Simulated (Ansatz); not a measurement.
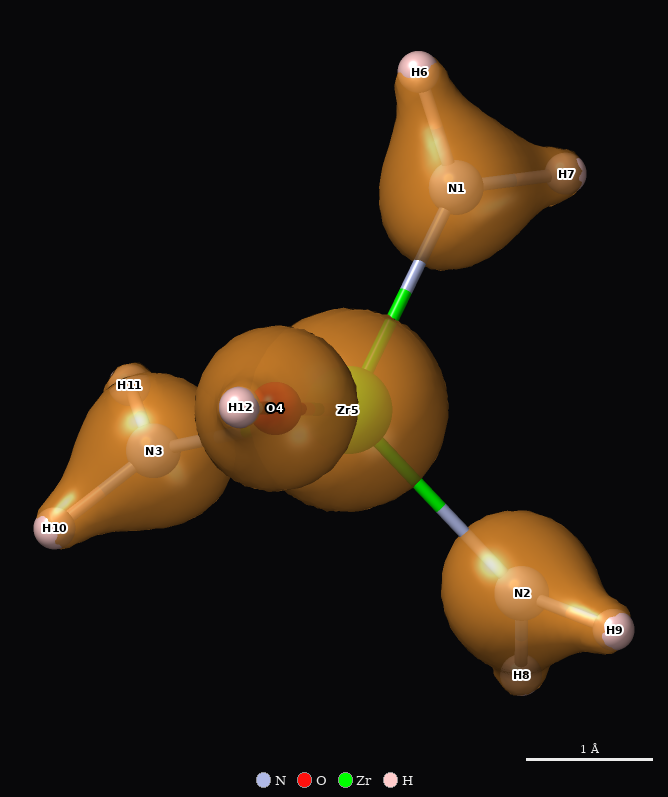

H7N3OZr. Isosurface of the electron density at 1.5 e/Å³ (orange), seen at a tilt.

Geometry: PBE0-D4/def2-SVP; core potentials replace the inner electrons of Zr.

Computed with Ansatz, isolated molecule in a Gaussian basis; Kohn-Sham density functional theory, functional PBE0.

Input

```
crystal:
  periodic: [false, false, false]
  atoms:
    - {symbol: N, position_ang: [1.064877, 1.068726, 1.268558]}
    - {symbol: "N", position_ang: [-1.817167, -0.436266, 0.796995]}
    - {symbol: "N", position_ang: [0.916076, -1.660838, -0.555797]}
    - {symbol: O, position_ang: [-0.365607, 1.153174, -1.703452]}
    - {symbol: Zr, position_ang: [-0.064302, 0.080545, -0.121110]}
    - {symbol: H, position_ang: [1.843615, 1.692028, 1.063898]}
    - {symbol: H, position_ang: [0.867038, 1.133039, 2.264199]}
    - {symbol: H, position_ang: [-2.068108, -1.364240, 1.129362]}
    - {symbol: H, position_ang: [-2.640780, 0.157193, 0.876348]}
    - {symbol: H, position_ang: [0.782158, -2.221991, -1.394829]}
    - {symbol: H, position_ang: [1.710537, -2.042881, -0.048382]}
    - {symbol: H, position_ang: [-0.515018, 1.686009, -2.481147]}
basis:
  gaussian:
    orbitals: def2-TZVPD
hamiltonian:
  xc: pbe0
output: {forces: true, orbitals: {seedname: orbitals}}
```

Launched as:

```sh
ansatz run input.yaml --threads 2 --pin off --max-ram 5220MiB --events-out events.jsonl --progress --plain --runs-dir runs
```

Which contacts does the surface bridge?

At this value the surface falls into five separate pieces. It bridges the sampled O–H (0.95 Å) and N–H (1.02 Å) contacts, where the density stays above the isovalue. It is pinched off along the sampled Zr–O (1.94 Å) and Zr–N (2.05 Å) contacts. On the grid the lowest density along these lines, outside the cores, is 0.82 e/Å³ (Zr–O, 1.94 Å), 0.8 e/Å³ (Zr–N, 2.05 Å), 2.4 e/Å³ (O–H, 0.95 Å) and 2.2 e/Å³ (N–H, 1.02 Å).
